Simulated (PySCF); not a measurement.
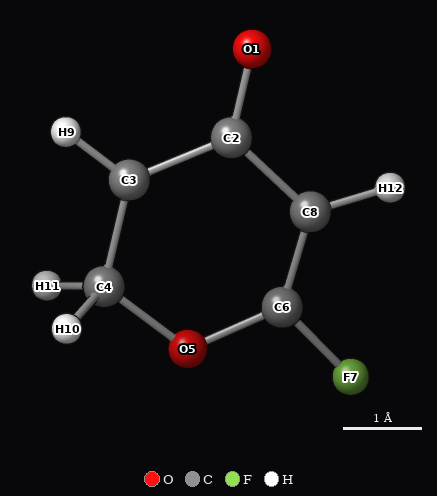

Fig. 1: The structure (ball-and-stick view, seen at a tilt; atoms are numbered from 1 in the order of the input). Bond lengths as drawn: C–C 1.33 to 1.47 Å, C–F 1.33 Å, C–H 1.08 to 1.10 Å and C–O 1.23 to 1.42 Å.

C5H4FO2: EPR calculation

The run: EPR calculation of C5H4FO2, multiplicity 2, SMILES O=C1[CH]COC(F)=C1. Method and program: UKS B3LYP, pcH-1 on C F H O, non-relativistic, mean-field spin-orbit, GIAO (PySCF 2.14.0).

It belongs to a series of runs on one base structure; here: H added to aryl C.

### Input file
```
{"job": {"kind": "epr", "basis": "pcH-1"}, "charge": 0, "multiplicity": 2}
O      0.072341     2.396271     1.004673
C      0.080830     1.268399     0.522525
C     -1.085222     0.458969     0.385874
C     -1.079647    -0.895365    -0.190514
O      0.171204    -1.396447    -0.628926
C      1.238899    -0.616456    -0.485847
F      2.319500    -1.248339    -0.946857
C      1.305435     0.614386     0.026679
H     -2.033994     0.846416     0.720017
H     -1.471245    -1.623514     0.541142
H     -1.759444    -0.944414    -1.058910
H      2.242541     1.139408     0.084116
```

The first line tells a small driver script what to run in PySCF; the rest is the geometry in Å.

Machine: 1 CPU thread, shared host.

Launched with:
```bash
OMP_NUM_THREADS=1 python <driver script> task.json out
```

### The program's output
```
UKS, coarse grid
  cycle   1  E = -442.91816573  |g| = 8.03e-01
  cycle   2  E = -439.86049693  |g| = 2.27e+00
  cycle   3  E = -443.03397227  |g| = 5.41e-01
  cycle   4  E = -443.16540126  |g| = 1.49e-01
  cycle   5  E = -443.17087724  |g| = 9.27e-02
  cycle   6  E = -443.17408003  |g| = 3.67e-02
  cycle   7  E = -443.17471954  |g| = 1.74e-02
  cycle   8  E = -443.17486945  |g| = 6.81e-03
  cycle   9  E = -443.17492043  |g| = 2.49e-03
  cycle  10  E = -443.17492502  |g| = 1.27e-03
  cycle  11  E = -443.17492694  |g| = 7.24e-04
UKS, final grid
  cycle   1  E = -443.17491926  |g| = 1.11e-03
  cycle   2  E = -443.17491818  |g| = 2.19e-03
  cycle   3  E = -443.17491981  |g| = 2.80e-04
  cycle   4  E = -443.17491985  |g| = 1.43e-04
  cycle   5  E = -443.17491989  |g| = 7.66e-05
  cycle   6  E = -443.17491989  |g| = 2.16e-05
E = -443.17491989 Eh   <S^2> = 0.7592 (exact 0.7500)
g shifts (ppm)      1          2          3
  rmc          -176       -176       -176
  gc             -8         28         34
  oz_so         -14       1702       4471
  total        -199       1554       4329
hyperfine (MHz)  atom isotope    a_iso     a_fc   dipolar eigenvalues
    0   17O     -13.17     -13.17    -63.36     30.98     32.38
    1   13C     -37.00     -37.00    -11.49      3.11      8.38
    2   13C      70.06      70.06    -67.62    -67.25    134.87
    3   13C     -35.28     -35.28     -2.64      1.01      1.63
    4   17O      -1.40      -1.40     -4.68      1.89      2.79
    5   13C      -3.77      -3.77     -0.53     -0.32      0.85
    6   19F      -0.41      -0.41     -2.76      0.24      2.52
    7   13C       2.17       2.17     -5.53     -3.49      9.02
    8    1H     -52.28     -52.28    -30.40     -2.20     32.60
    9    1H     136.70     136.70     -4.98     -2.98      7.96
   10    1H     136.17     136.17     -4.97     -2.98      7.95
   11    1H      -4.97      -4.97     -2.59     -1.67      4.26
```

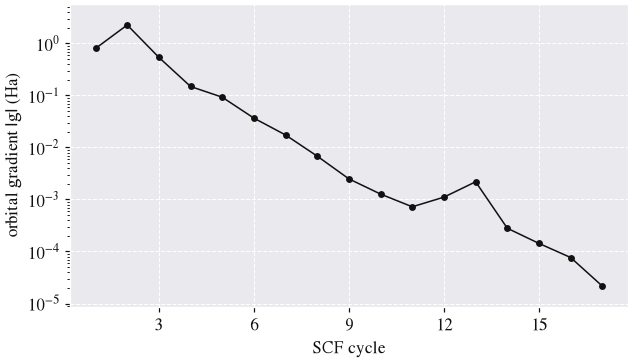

Fig. 2: Convergence of the self-consistent field: orbital gradient |g| against the SCF cycle. All cycles printed in the log are drawn one after another.

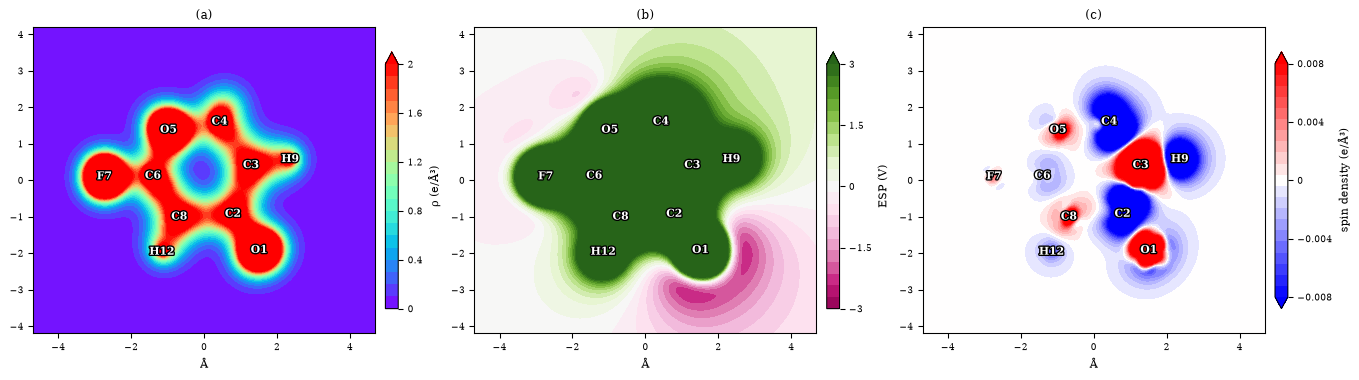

Fig. 3: (a) electron density; (b) molecular electrostatic potential; (c) spin density (α minus β) on the plane of atoms C2, C8 and C6. Atoms in the plane: O, C, F and H. C–F (1.33 Å): ρ at the midpoint is about 2.4 e/Å³. C–C (1.33 Å): ρ at the midpoint is about 2.3 e/Å³. C–O (1.33 Å): ρ is about 2.5 e/Å³ halfway. The unpaired spin (1 electron) lies mostly on C3 (about 0.6) and O1 (about 0.2), in electrons by Hirshfeld's partition.

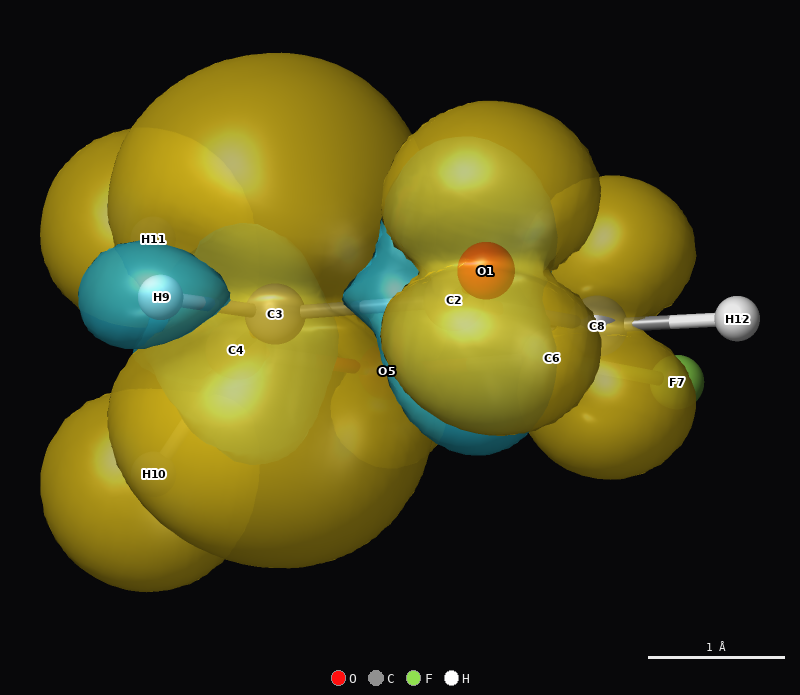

Fig. 4: Isosurfaces of the spin density (α minus β) at +0.006 (yellow) and −0.006 e/Å³ (cyan), seen from the side. The unpaired spin (1 electron) lies mostly on C3 (about 0.6) and O1 (about 0.2), in electrons by Hirshfeld's partition.

### Summary

| quantity | value |
| --- | --- |
| outcome | converged |
| total energy | −443.174920 hartree |
| ⟨S²⟩ | 0.759 |
| isotropic g | 2.0042 |
| wall time | 46 s |
| peak memory | 0.87 GiB |
